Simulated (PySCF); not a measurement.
# C4H10GeSi: electronic excitations at several levels of theory, part 2 of 2

PySCF 2.14.0. Atoms count from 0. The steps go on from the part before.

## 6. TDDFT and polarisability: PBE0/6-31G*

What the job is given:

```
{"job": {"kind": "uv", "xc": "PBE0", "basis": "6-31G*"}, "charge": 0, "multiplicity": 1}
C     -1.575301     0.803382    -1.740744
Si    -1.234632    -0.410958    -0.351629
C     -2.136492     0.068032     1.222424
C      0.579366    -0.445206    -0.012117
C      1.781363    -0.449138     0.221997
Ge     3.647863    -0.463970     0.576301
H     -2.649405     0.819018    -1.984203
H     -1.273615     1.820289    -1.445814
H     -1.019629     0.530775    -2.650370
H     -1.637638    -1.789915    -0.769313
H     -1.815836     1.064719     1.562551
H     -3.224945     0.091057     1.056522
H     -1.926122    -0.652020     2.027585
H      4.060761    -1.875655     1.019385
H      4.401927    -0.074210    -0.704210
H      3.953153     0.546315     1.692855
```

With the program's defaults for keys left out, this is: TDDFT PBE0/6-31G*, vertical, gas phase, core orbitals frozen in the response.

Standard output:

```text
coarse grid: 59272 points
cycle   1  E = -2523.9295925666  dE = -3.597e-01  |g| = 6.070e-01  |ddm| = 3.719e+00
cycle   2  E = -2523.9098281379  dE =  1.976e-02  |g| = 6.742e-01  |ddm| = 1.144e+00
cycle   3  E = -2524.0045227564  dE = -9.469e-02  |g| = 1.070e-01  |ddm| = 6.462e-01
cycle   4  E = -2524.0069489705  dE = -2.426e-03  |g| = 4.906e-02  |ddm| = 1.107e-01
cycle   5  E = -2524.0075628322  dE = -6.139e-04  |g| = 6.469e-03  |ddm| = 4.037e-02
cycle   6  E = -2524.0075717669  dE = -8.935e-06  |g| = 1.757e-03  |ddm| = 7.869e-03
final grid: 123520 points
cycle   7  E = -2524.0076123936  dE =  4.776e-07  |g| = 2.239e-03  |ddm| = 3.521e-03
cycle   8  E = -2524.0076101750  dE =  2.219e-06  |g| = 3.657e-03  |ddm| = 4.762e-03
cycle   9  E = -2524.0076134068  dE = -3.232e-06  |g| = 9.637e-04  |ddm| = 3.233e-03
cycle  10  E = -2524.0076136432  dE = -2.364e-07  |g| = 2.527e-05  |ddm| = 6.969e-04
cycle  11  E = -2524.0076136433  dE = -1.965e-10  |g| = 7.097e-06  |ddm| = 3.795e-05
converged SCF energy = -2524.0076136433

Static polarisability (au): isotropic 90.737, principal 69.490 74.887 127.835

Singlet excitations
state   eV       nm        f      main configurations
  1   5.6650    218.9   0.00005   H-1->L 0.52, H->L+1 0.44
  2   5.9272    209.2   0.00202   H->L 0.47, H-1->L+1 0.44
  3   5.9287    209.1   0.00370   H->L+1 0.49, H-1->L 0.42
  4   7.6898    161.2   0.70730   H-1->L+2 0.36, H->L 0.23, H-1->L+1 0.21
  5   7.7023    161.0   0.00395   H->L+2 0.96
  6   7.7180    160.6   0.41551   H-1->L+2 0.60, H->L 0.13, H-1->L+1 0.12
  7   7.9156    156.6   0.00145   H-2->L+1 0.72, H-3->L 0.23
  8   8.0591    153.8   0.10956   H-2->L 0.49, H-3->L+1 0.40
  9   8.1224    152.6   0.05236   H-3->L 0.72, H-2->L+1 0.23
 10   8.3271    148.9   0.00277   H->L+3 0.51, H-1->L+3 0.30, H-4->L 0.09

Triplet excitations (Tamm-Dancoff, eV): 4.5634 5.0252 5.0266 5.6813
```

Wall time 20 s (1 thread, shared host).

Key values: HOMO -7.52 eV, LUMO 0.13 eV; lowest singlet 5.67 eV.

## 7. Excited states and response: PBE0/def2-SVP

Same as in step 6 but for these lines:

```diff
@@ -1,2 +1,2 @@
-{"job": {"kind": "uv", "xc": "PBE0", "basis": "6-31G*"}, "charge": 0, "multiplicity": 1}
+{"job": {"kind": "uv", "xc": "PBE0", "basis": "def2-SVP"}, "charge": 0, "multiplicity": 1}
 C     -1.575301     0.803382    -1.740744
```

Level: TDDFT PBE0/def2-SVP, vertical, gas phase, core orbitals frozen in the response.

Standard output:

```text
coarse grid: 59272 points
cycle   1  E = -2523.7802672883  dE = -4.100e-01  |g| = 5.791e-01  |ddm| = 4.088e+00
cycle   2  E = -2523.7612491184  dE =  1.902e-02  |g| = 6.444e-01  |ddm| = 1.158e+00
cycle   3  E = -2523.8478618323  dE = -8.661e-02  |g| = 1.149e-01  |ddm| = 6.583e-01
cycle   4  E = -2523.8508242924  dE = -2.962e-03  |g| = 4.748e-02  |ddm| = 1.228e-01
cycle   5  E = -2523.8514002297  dE = -5.759e-04  |g| = 5.267e-03  |ddm| = 4.070e-02
cycle   6  E = -2523.8514077618  dE = -7.532e-06  |g| = 1.303e-03  |ddm| = 8.156e-03
final grid: 123520 points
cycle   7  E = -2523.8514254820  dE =  1.545e-07  |g| = 1.541e-03  |ddm| = 2.848e-03
cycle   8  E = -2523.8514246858  dE =  7.962e-07  |g| = 2.318e-03  |ddm| = 3.499e-03
cycle   9  E = -2523.8514259845  dE = -1.299e-06  |g| = 6.515e-04  |ddm| = 2.257e-03
cycle  10  E = -2523.8514260954  dE = -1.109e-07  |g| = 3.535e-05  |ddm| = 5.131e-04
cycle  11  E = -2523.8514260957  dE = -3.611e-10  |g| = 4.119e-06  |ddm| = 4.648e-05
converged SCF energy = -2523.8514260957

Static polarisability (au): isotropic 96.326, principal 75.611 81.211 132.156

Singlet excitations
state   eV       nm        f      main configurations
  1   5.6550    219.2   0.00001   H->L 0.30, H-1->L+1 0.29, H-1->L 0.18
  2   5.9052    210.0   0.00376   H-1->L+1 0.26, H->L 0.25, H->L+1 0.23
  3   5.9065    209.9   0.00270   H-1->L 0.26, H->L+1 0.25, H-1->L+1 0.23
  4   7.5752    163.7   1.17478   H->L+1 0.23, H-1->L 0.22, H-1->L+1 0.14
  5   7.7922    159.1   0.00303   H-2->L 0.73, H-3->L+1 0.20
  6   7.9266    156.4   0.00865   H-1->L+2 0.62, H-2->L+1 0.11, H-3->L 0.10
  7   7.9268    156.4   0.00166   H->L+2 0.80, H-1->L+2 0.11
  8   7.9372    156.2   0.02250   H-2->L+1 0.39, H-3->L 0.33, H-1->L+2 0.19
  9   7.9776    155.4   0.04719   H-3->L+1 0.70, H-2->L 0.21
 10   8.3880    147.8   0.11985   H-4->L 0.33, H-3->L 0.17, H-2->L+1 0.14

Triplet excitations (Tamm-Dancoff, eV): 4.5711 5.0251 5.0255 5.6694
```

Wall time 26 s (1 thread, shared host).

This run: HOMO -7.74 eV, LUMO -0.11 eV; lowest singlet 5.66 eV.

## 8. TDDFT and polarisability: PBE0/def2-TZVP

Same as in step 7 but for these lines:

```diff
@@ -1,2 +1,2 @@
-{"job": {"kind": "uv", "xc": "PBE0", "basis": "def2-SVP"}, "charge": 0, "multiplicity": 1}
+{"job": {"kind": "uv", "xc": "PBE0", "basis": "def2-TZVP"}, "charge": 0, "multiplicity": 1}
 C     -1.575301     0.803382    -1.740744
```

Method: TDDFT PBE0/def2-TZVP, vertical, gas phase, core orbitals frozen in the response.

Standard output:

```text
coarse grid: 59272 points
cycle   1  E = -2524.2899963310  dE = -3.665e-01  |g| = 8.183e-01  |ddm| = 3.466e+00
cycle   2  E = -2524.2485972833  dE =  4.140e-02  |g| = 9.609e-01  |ddm| = 1.245e+00
cycle   3  E = -2524.3819068849  dE = -1.333e-01  |g| = 1.308e-01  |ddm| = 7.487e-01
cycle   4  E = -2524.3851109777  dE = -3.204e-03  |g| = 7.085e-02  |ddm| = 1.145e-01
cycle   5  E = -2524.3863392259  dE = -1.228e-03  |g| = 9.777e-03  |ddm| = 4.239e-02
cycle   6  E = -2524.3863613091  dE = -2.208e-05  |g| = 2.515e-03  |ddm| = 1.123e-02
cycle   7  E = -2524.3863629527  dE = -1.644e-06  |g| = 5.421e-04  |ddm| = 2.297e-03
final grid: 123520 points
cycle   8  E = -2524.3863865815  dE = -1.879e-08  |g| = 5.906e-04  |ddm| = 4.006e-03
cycle   9  E = -2524.3863865414  dE =  4.011e-08  |g| = 7.094e-04  |ddm| = 9.741e-04
cycle  10  E = -2524.3863866729  dE = -1.315e-07  |g| = 1.057e-04  |ddm| = 5.383e-04
cycle  11  E = -2524.3863866756  dE = -2.685e-09  |g| = 3.055e-05  |ddm| = 7.446e-05
cycle  12  E = -2524.3863866758  dE = -2.369e-10  |g| = 2.599e-06  |ddm| = 2.089e-05
converged SCF energy = -2524.3863866758

Static polarisability (au): isotropic 105.902, principal 83.796 91.309 142.599

Singlet excitations
state   eV       nm        f      main configurations
  1   5.5945    221.6   0.00001   H->L 0.48, H-1->L+1 0.45
  2   5.8249    212.9   0.00308   H-1->L+1 0.49, H->L 0.45
  3   5.8257    212.8   0.00268   H-1->L 0.47, H->L+1 0.47
  4   7.4027    167.5   1.15014   H->L+1 0.38, H-1->L 0.35, H-2->L+1 0.11
  5   7.6365    162.4   0.00638   H-2->L 0.75, H-3->L+1 0.13
  6   7.7218    160.6   0.00061   H->L+2 0.61, H-1->L+2 0.27
  7   7.7244    160.5   0.00276   H-1->L+2 0.64, H->L+2 0.27
  8   7.7737    159.5   0.02788   H-2->L+1 0.50, H-3->L 0.37
  9   7.8361    158.2   0.05479   H-3->L+1 0.74, H-2->L 0.13
 10   7.8925    157.1   0.00337   H-1->L+4 0.58, H-1->L+3 0.25

Triplet excitations (Tamm-Dancoff, eV): 4.5504 4.9692 4.9698 5.6086
```

Wall time 61 s (1 thread, shared host).

This run: HOMO -7.78 eV, LUMO -0.25 eV; lowest singlet 5.59 eV.

## 9. Run by run: electronic excitations

Excitations and ground-state properties, with basis size and wall time:

```tsv
run	lowest singlet (eV)	brightest (eV)	f	gap (eV)	α (Å³)	μ (D)	functions	time
CAM-B3LYP/def2-SVPD	5.64	7.75	1.282	9.88	15.96	0.67	222	2.1 min
wB97X-D/def2-SVPD	5.67	7.82	1.435	11.10	15.96	0.70	222	87 s
LC-wPBE/def2-SVPD	5.71	8.26	1.692	12.31	15.50	0.70	222	1.9 min
PBE0/6-31G*	5.67	7.69	0.707	7.65	13.45	0.78	126	20 s
PBE0/def2-SVP	5.66	7.58	1.175	7.63	14.27	0.75	156	26 s
PBE0/def2-TZVP	5.59	7.40	1.150	7.54	15.69	0.73	269	61 s
```

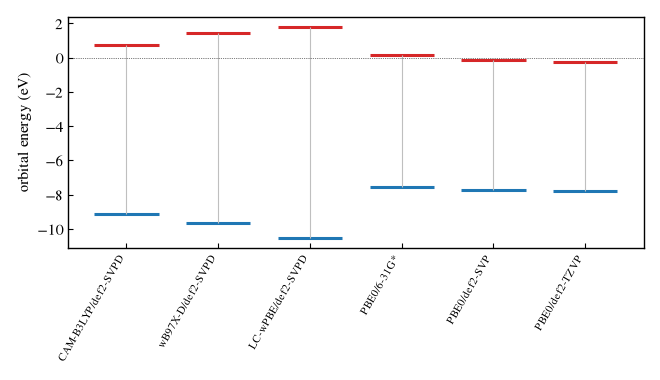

HOMO (blue) and LUMO (red) run by run.

## 10. Outcome

The summary covers parts 1 to 2.

```
                                quantity                        value
                             point group                           C1
    rotational constants (main isotopes)         4.85, 0.51, 0.48 GHz
    lowest singlet (CAM-B3LYP/def2-SVPD)  5.64 eV (220 nm), f = 0.000
brightest single state of those computed  state 6, 7.75 eV, f = 1.282
                          lowest triplet                      4.66 eV
       vertical ionisation energy (ΔSCF)                      9.78 eV
             range of the lowest singlet              5.59 to 5.71 eV
```

Single values in the summary come from the first run of each kind that ended normally (CAM-B3LYP/def2-SVPD), which need not be the best level. Over 6 steps the energy fell by 0.111 eV; of the close pairs, Ge5–H15 changed most, 1.492 to 1.536 Å. The lowest singlet, at 5.64 eV, is HOMO−1→LUMO+1 0.40, HOMO→LUMO 0.34 and is dark; of the 10 states computed, the strongest absorption comes from state 6 at 7.75 eV. The lowest triplet lies 0.98 eV below the lowest singlet (triplets in Tamm-Dancoff, singlets in full TDDFT). ΔSCF puts the ionisation energy at 9.78 eV, 0.67 eV above −ε(HOMO). The lowest singlet runs from 5.59 eV (PBE0/def2-TZVP) to 5.71 eV (LC-wPBE/def2-SVPD), while the orbital gap spans 7.54 to 12.31 eV. The lowest state need not be the same one in every run.
